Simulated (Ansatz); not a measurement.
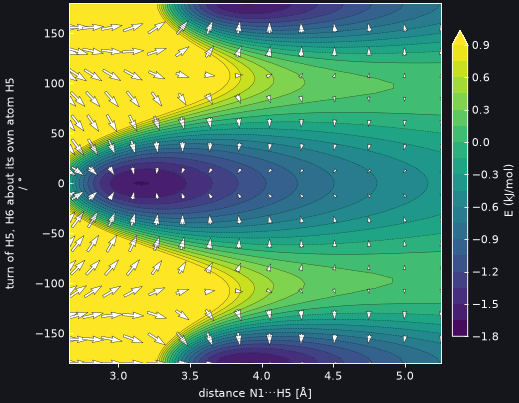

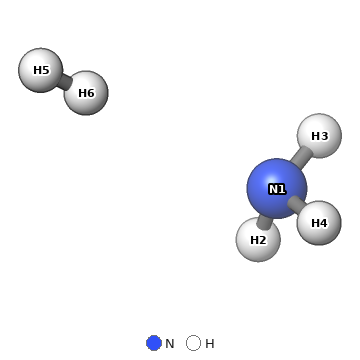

Energy landscape of the pair H₃N···H₂. The turn is about an axis along (0.86, 0.46, −0.22) in the frame of the relaxed pair, normal to the line between the partners. Coordinates scanned: (1) distance N1···H5; (2) turn of H5, H6 about its own atom H5. Grid: 15 × 15 points. Points are written as (first, second). Energies: kJ/mol, counted from the two partners far apart, frozen as in the relaxed pair, each in its own basis (no counterpoise correction). Method: Ansatz 0.2.0, RHF/def2-TZVPD.

The picture shows filled contours, arrows along the force (downhill), their lengths compressed, one colour for all values above the top of the scale. Between grid points the surface is interpolated. The second picture is the structure at the lowest point.

Q: Describe this landscape.

A: The lowest grid point is at (3.842 Å, −180°), −1.6 kJ/mol from the two partners far apart, frozen as in the relaxed pair, each in its own basis (no counterpoise correction); the map holds 2 wells of about this depth. The highest grid point, (2.654 Å, −156°), lies 29.8 kJ/mol above the lowest. Round the minimum the two coordinates are nearly uncoupled.

The values on the grid:

| second ↓, first → | 2.654 | 2.718 | 2.824 | 2.955 | 3.104 | 3.269 | 3.448 | 3.639 | 3.842 | 4.055 | 4.277 | 4.509 | 4.749 | 4.998 | 5.254 |
| --- | --- | --- | --- | --- | --- | --- | --- | --- | --- | --- | --- | --- | --- | --- | --- |
| 156 | 28.2 | 22.6 | 15.5 | 9.3 | 4.9 | 2.0 | 0.3 | −0.6 | −0.9 | −1.0 | −1.0 | −0.9 | −0.8 | −0.6 | −0.5 |
| 132 | 25.5 | 20.9 | 15.0 | 9.9 | 6.1 | 3.5 | 1.8 | 0.8 | 0.3 | 0.0 | −0.1 | −0.2 | −0.2 | −0.2 | −0.1 |
| 108 | 18.8 | 15.7 | 11.6 | 8.1 | 5.3 | 3.4 | 2.1 | 1.3 | 0.8 | 0.5 | 0.3 | 0.2 | 0.1 | 0.1 | 0.1 |
| 84 | 11.6 | 9.6 | 7.1 | 4.9 | 3.3 | 2.1 | 1.3 | 0.8 | 0.5 | 0.3 | 0.2 | 0.1 | 0.1 | 0.1 | 0.1 |
| 60 | 5.7 | 4.6 | 3.2 | 1.9 | 1.1 | 0.5 | 0.1 | −0.1 | −0.1 | −0.2 | −0.2 | −0.2 | −0.1 | −0.1 | −0.1 |
| 36 | 1.9 | 1.2 | 0.4 | −0.2 | −0.6 | −0.8 | −0.9 | −0.8 | −0.8 | −0.7 | −0.6 | −0.5 | −0.4 | −0.3 | −0.3 |
| 12 | −0.1 | −0.5 | −1.0 | −1.4 | −1.5 | −1.5 | −1.4 | −1.3 | −1.1 | −1.0 | −0.8 | −0.7 | −0.6 | −0.5 | −0.4 |
| −12 | −0.1 | −0.5 | −1.0 | −1.4 | −1.5 | −1.5 | −1.4 | −1.3 | −1.1 | −1.0 | −0.8 | −0.7 | −0.6 | −0.5 | −0.4 |
| −36 | 1.9 | 1.2 | 0.4 | −0.2 | −0.6 | −0.8 | −0.9 | −0.8 | −0.8 | −0.7 | −0.6 | −0.5 | −0.4 | −0.3 | −0.3 |
| −60 | 5.7 | 4.6 | 3.2 | 1.9 | 1.1 | 0.5 | 0.1 | −0.1 | −0.1 | −0.2 | −0.2 | −0.2 | −0.1 | −0.1 | −0.1 |
| −84 | 11.5 | 9.6 | 7.1 | 4.9 | 3.3 | 2.1 | 1.3 | 0.8 | 0.5 | 0.3 | 0.2 | 0.1 | 0.1 | 0.1 | 0.1 |
| −108 | 18.8 | 15.7 | 11.6 | 8.0 | 5.3 | 3.4 | 2.1 | 1.3 | 0.8 | 0.5 | 0.3 | 0.2 | 0.1 | 0.1 | 0.1 |
| −132 | 25.5 | 20.9 | 15.0 | 9.9 | 6.1 | 3.5 | 1.8 | 0.8 | 0.3 | 0.0 | −0.1 | −0.2 | −0.2 | −0.2 | −0.1 |
| −156 | 28.2 | 22.6 | 15.5 | 9.3 | 4.9 | 2.0 | 0.3 | −0.6 | −0.9 | −1.0 | −1.0 | −0.9 | −0.8 | −0.6 | −0.5 |
| −180 | 27.9 | 22.0 | 14.6 | 8.3 | 3.8 | 0.9 | −0.7 | −1.4 | −1.6 | −1.6 | −1.4 | −1.3 | −1.1 | −0.9 | −0.7 |

The input of one point:

```yaml
crystal:
  periodic: [false, false, false]
  atoms:
    - { symbol: "N", position_ang: [-0.14067, -0.19161, -0.969038] }
    - { symbol: H, position_ang: [0.483602, -0.904595, -1.287111] }
    - { symbol: H, position_ang: [-1.076024, -0.503161, -1.134341] }
    - { symbol: H, position_ang: [0.015478, 0.625848, -1.522763] }
    - { symbol: H, position_ang: [0.403814, 0.54744, 2.761686] }
    - { symbol: H, position_ang: [0.298507, 0.405192, 2.04651] }
basis:
  gaussian: { orbitals: def2-TZVPD }
hamiltonian:
  xc: hf
output:
  forces: true
```

Time for the 225 points that were run: 85 s on 1 thread of Arm Neoverse V2, on a shared host.
